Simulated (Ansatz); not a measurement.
# CH5FGeO (SMILES [CH3][GeH]([OH])[F]) at HSE06/cc-pVDZ

What is the energy change on altering one bond length of CH5FGeO at HSE06/cc-pVDZ? 

The calculation is run with Ansatz 0.2.0.

129 further runs of the same task are left out: 3 that didn't finish, 126 set aside as unsound or not needed. Runs told in other sessions of the task aren't counted.

### Step 1. The molecule

CH5FGeO: 9 atoms, total charge 0, spin state singlet. SMILES: `[CH3][GeH]([OH])[F]`. Geometry: relaxed at PBE0-D4/def2-TZVP. This is one conformer, not always the lowest.

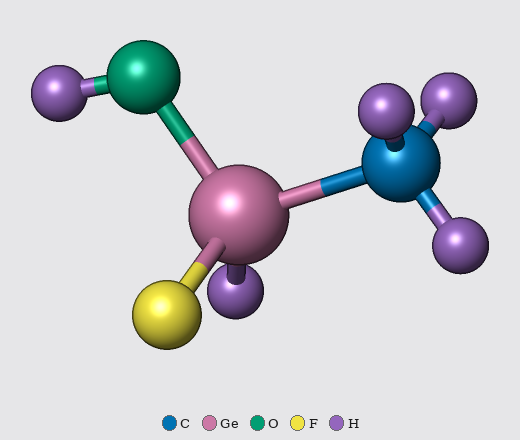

Viewed from a chosen angle; carbon blue, germanium pink, oxygen teal, fluorine yellow, hydrogen purple.

### Step 2. The energy at HSE06/cc-pVDZ

job.yaml reads:

```yaml
basis:
  gaussian: {orbitals: cc-pVDZ}
crystal:
  periodic: [false, false, false]
  atoms:
    - {symbol: C, position_ang: [-0.669000, 0.976900, -0.584200]}
    - {symbol: Ge, position_ang: [0.088300, -0.643700, 0.121500]}
    - {symbol: O, position_ang: [1.270000, -0.170700, 1.345500]}
    - {symbol: F, position_ang: [0.974400, -1.438600, -1.153800]}
    - {symbol: H, position_ang: [0.138900, 1.624900, -0.924600]}
    - {symbol: H, position_ang: [-1.237900, 1.493500, 0.189700]}
    - {symbol: H, position_ang: [-1.327100, 0.751300, -1.423500]}
    - {symbol: H, position_ang: [-0.865500, -1.725100, 0.656800]}
    - {symbol: H, position_ang: [1.716500, -0.914700, 1.755500]}
magnetization: {spin_polarized: false, initial_magnetization: 0}
hamiltonian: {xc: hse06}
accuracy: high
output: {orbitals: {seedname: orbitals}}
```

Started as:

```sh
$ ansatz run job.yaml --threads 1 --pin off --max-ram 3480MiB --events-out events.jsonl --progress --plain --runs-dir runs
```

Log:

```text
Warning: RAYON_NUM_THREADS=1 ignored (pool sized by the plan → 1); use --threads N
Functional definition: HSE06
  name "HSE06"
  parameter a = 0.25
  parameter omega = 0.11/bohr
  exchange = pbe_x - a*pbe_x_sr(omega) + a*exact_x_sr(omega)
  correlation = pbe_c
2150 factors; integrals over basis functions are off by at most 4.4e-9 eV
92 factors; integrals over basis functions are off by at most 1.8e-9 eV
mean field evaluation 1: about -62379.7240 eV, gradient 6.6e1 eV
mean field evaluation 2: about -62367.9774 eV, gradient 1.0e2 eV
mean field evaluation 4: about -62388.1083 eV, gradient 4.4e0 eV
mean field evaluation 8: about -62388.3014 eV, gradient 4.3e-1 eV
mean field evaluation 16: about -62388.3017 eV, gradient 2.4e-5 eV
mean field -62388.30172071 eV, -2292.7277999263 hartree, gradient 2.8e-8 eV, S^2 0.000000; 0 other end points of the search recorded, 0 dependent functions left out
reference -62388.30172405 eV, -2292.7278000490 hartree; 30, 30 occupied and 64, 64 virtual orbitals, 2150 factors
Total energy: -62388.30172405 eV, -2292.7278000490 hartree
```

Wall time 19 s (1 thread of Arm Neoverse N1, shared host); peak memory 0.37 GiB.

### Step 3. The distorted shape

molecule.yaml reads:

```yaml
crystal:
  periodic: [false, false, false]
  atoms:
    - {symbol: C, position_ang: [-1.377892, 1.612831, 0.436057]}
    - {symbol: Ge, position_ang: [-0.620592, -0.007769, 1.141757]}
    - {symbol: O, position_ang: [0.561108, 0.465231, 2.365757]}
    - {symbol: F, position_ang: [0.974400, -1.438600, -1.153800]}
    - {symbol: H, position_ang: [-0.569992, 2.260831, 0.095657]}
    - {symbol: H, position_ang: [-1.946792, 2.129431, 1.209957]}
    - {symbol: H, position_ang: [-2.035992, 1.387231, -0.403243]}
    - {symbol: H, position_ang: [-1.574392, -1.089169, 1.677057]}
    - {symbol: H, position_ang: [1.007608, -0.278769, 2.775757]}
basis:
  gaussian:
    orbitals: cc-pVDZ
output: {orbitals: {seedname: orbitals}}
hamiltonian:
  xc: {name: HSE06}
accuracy: high
```

Started as:

```sh
$ ansatz run molecule.yaml --threads 1 --pin off --max-ram 3480MiB --events-out events.jsonl --progress --plain --runs-dir runs
```

Log:

```text
Warning: RAYON_NUM_THREADS=1 ignored (pool sized by the plan → 1); use --threads N
Functional definition: HSE06
  name "HSE06"
  parameter a = 0.25
  parameter omega = 0.11/bohr
  exchange = pbe_x - a*pbe_x_sr(omega) + a*exact_x_sr(omega)
  correlation = pbe_c
2087 factors; integrals over basis functions are off by at most 8.4e-9 eV
100 factors; integrals over basis functions are off by at most 2.0e-9 eV
mean field evaluation 1: about -62371.4693 eV, gradient 7.6e1 eV
mean field evaluation 2: about -62045.4906 eV, gradient 1.8e2 eV
mean field evaluation 4: about -62375.9070 eV, gradient 5.9e1 eV
mean field evaluation 8: about -62381.8706 eV, gradient 2.7e1 eV
mean field evaluation 16: about -62383.8061 eV, gradient 3.0e-2 eV
mean field -62383.80607307 eV, -2292.5625879228 hartree, gradient 9.3e-8 eV, S^2 0.000000; 0 other end points of the search recorded, 0 dependent functions left out
reference -62383.80607637 eV, -2292.5625880439 hartree; 30, 30 occupied and 64, 64 virtual orbitals, 2087 factors
Total energy: -62383.80607637 eV, -2292.5625880439 hartree
```

Run time: 18 s. Hardware: 1 thread of Arm Neoverse N1, shared host; peak memory 0.36 GiB.

### Step 4. Outcome

At HSE06/cc-pVDZ:

| quantity | value |
| --- | --- |
| first shape: total energy | -2292.72780 Eh |
| first shape: HOMO energy | -8.27 eV |
| first shape: LUMO energy | 0.78 eV |
| first shape: HOMO–LUMO gap | 9.05 eV |
| distorted shape: total energy | -2292.56259 Eh |
| distorted shape: HOMO energy | -6.14 eV |
| distorted shape: LUMO energy | -3.81 eV |
| distorted shape: HOMO–LUMO gap | 2.33 eV |
| energy change with the Ge2–F4 bond stretched from 1.745 to 3.140 Å | 4.496 eV |

What this shows: One bond (distorted shape) is far stretched, which a spin-restricted single reference describes badly; a broken-symmetry solution may lie lower. With the Ge2–F4 bond stretched from 1.745 to 3.140 Å the energy rises by 4.50 eV (104 kcal/mol). The first shape isn't relaxed at this level, so the change isn't measured from a minimum. A restricted reference can't describe the breaking bond well at this length.
